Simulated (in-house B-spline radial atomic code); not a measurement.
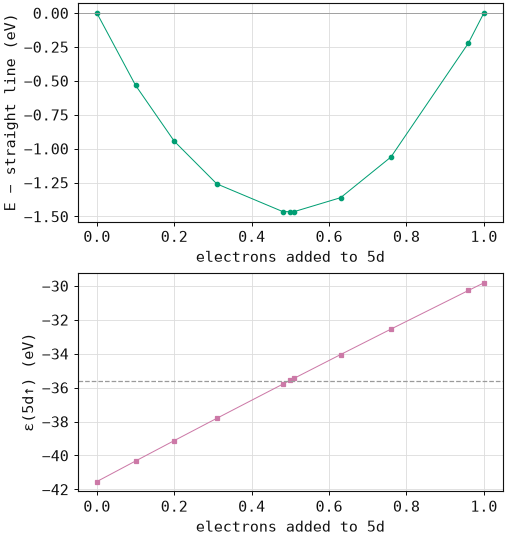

Level of theory: scalar-relativistic (spin-free one-electron X2C) PBE, spin-polarised, spherical fractional occupations, Fermi nucleus, basis-set limit. Computed with an in-house B-spline radial code. The occupation of the 5d shell is varied from Ta⁴⁺ ([Xe] 4f14 5d1 (high spin)) to Ta³⁺ ([Xe] 4f14 5d2 (high spin)), with spherical fractional occupations. The plot shows the total energy less the straight line between the end points, and the eigenvalue of 5d↑ (the dashed line is minus the energy to take the whole electron out).

Q: What does the shape say about the method?

A: The curve is convex (below the straight line), with the largest deviation among the points computed, −1.47 eV, at 0.5. The end points differ by 35.6 eV, the energy to take the electron out. The eigenvalue, which is the slope of the energy (Janak's theorem), moves from −41.5 eV at 0 to −29.8 eV at 1; for a straight line it would stay constant, and a parabola would sag by an eighth of this change, scaled to a whole electron, 1.46 eV. Convexity is the mark of the delocalisation error, which puts fractional charges too low; for p, d and f shells the spherical spreading of the fraction adds to it.
